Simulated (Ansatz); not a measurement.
Stretching the H–H spacing in H6 ring (multiplicity 1 held). Energies count from the point at 0.900 Å.
Geometry at that point (charge 0, multiplicity 1):
```xyz
6

H      0.9000     0.0000     0.0000
H      0.4500     0.7794     0.0000
H     -0.4500     0.7794     0.0000
H     -0.9000     0.0000     0.0000
H     -0.4500    -0.7794     0.0000
H      0.4500    -0.7794     0.0000
```

R- and RO- levels are restricted; in cc, def2 and unpolarised 6-31G sets they are followed outwards from rest. Unrestricted levels (U-) break spin symmetry where that is lower. Active spaces are followed from rest. Full CI gives the lowest state of the spin. Left out are points that failed, MP2 points that dive below the minimum, coupled-cluster points behind a jump of the amplitudes or a sharp parting from full CI or MRCI, small-basis points behind a change of solution, and semi-empirical points at long bonds. Curves can end on different states.

Programs: Ansatz (Gaussian orbitals). Each number belongs to the level named beside it.

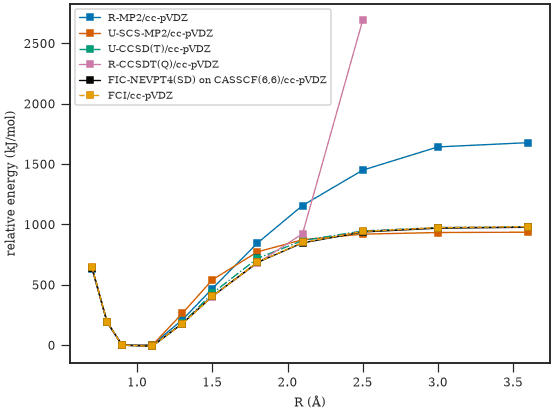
Relative energy along the coordinate

Order the other curves in the same basis by their non-parallelity to FCI/cc-pVDZ (largest less smallest deviation, whatever its cause), smallest first.

FIC-NEVPT4(SD) on CASSCF(6,6)/cc-pVDZ (7 kJ/mol), U-CCSD(T)/cc-pVDZ (34 kJ/mol), U-SCS-MP2/cc-pVDZ (184 kJ/mol), R-MP2/cc-pVDZ (706 kJ/mol), R-CCSDT(Q)/cc-pVDZ (1756 kJ/mol)

Read off the R-MP2/cc-pVDZ curve at R = 2.100.

about 1200 kJ/mol

Doubts at one or more of the structures used: a restricted determinant that unrestricted orbitals would lower (R-MP2/cc-pVDZ, R-CCSDT(Q)/cc-pVDZ); a spin-contaminated determinant (U-SCS-MP2/cc-pVDZ, U-CCSD(T)/cc-pVDZ); T1 above 0.05 (U-CCSD(T)/cc-pVDZ, R-CCSDT(Q)/cc-pVDZ); the program's own flag: large difference (U-CCSD(T)/cc-pVDZ); other coupled-cluster roots lie near (R-CCSDT(Q)/cc-pVDZ).

Ansatz is a quantum-chemistry and plane-wave program.
